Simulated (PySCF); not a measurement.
C6H15B, SMILES CB(C)C(C)(C)C, singlet at its GFN2-xTB optimised geometry (Å):

```
22

B      0.3958    -0.6079     0.0000
C      1.9720    -0.6079     0.0000
H      2.4113    -1.5671    -0.2645
H      2.3304    -0.3592     0.9994
H      2.3944     0.1453    -0.6622
C     -0.3921    -1.9734    -0.0136
H     -1.1861    -1.9800    -0.7584
H     -0.8866    -2.1256     0.9457
H      0.2359    -2.8430    -0.1928
C     -0.4071     0.7816     0.0000
C     -0.5897     1.1817    -1.4781
C     -1.8000     0.6790     0.6382
C      0.3491     1.9152     0.7083
H     -1.1260     2.1271    -1.5470
H     -1.1575     0.4257    -2.0156
H      0.3735     1.2975    -1.9698
H     -2.4113    -0.0609     0.1287
H     -1.7196     0.3952     1.6854
H     -2.3149     1.6377     0.5850
H      0.5055     1.6717     1.7570
H      1.3184     2.0875     0.2488
H     -0.2196     2.8430     0.6562
```

Method: B3LYP/def2-SVP (PySCF). Cells within 0.4 Å of a nucleus heavier than hydrogen are left out (blank, or x).

Map of the deformation density (molecule minus spherical neutral atoms) (e/bohr³) on the plane z = 0.8 Å:

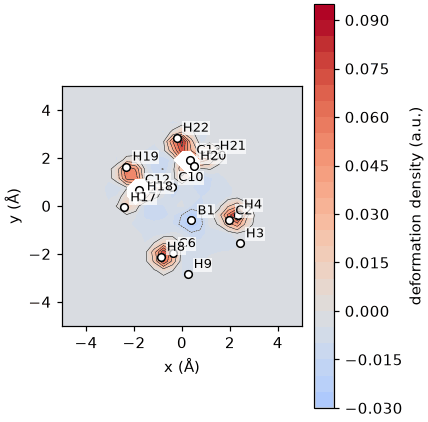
*Deformation density (molecule minus spherical neutral atoms) (e/bohr³) on the plane z = 0.8 Å.*
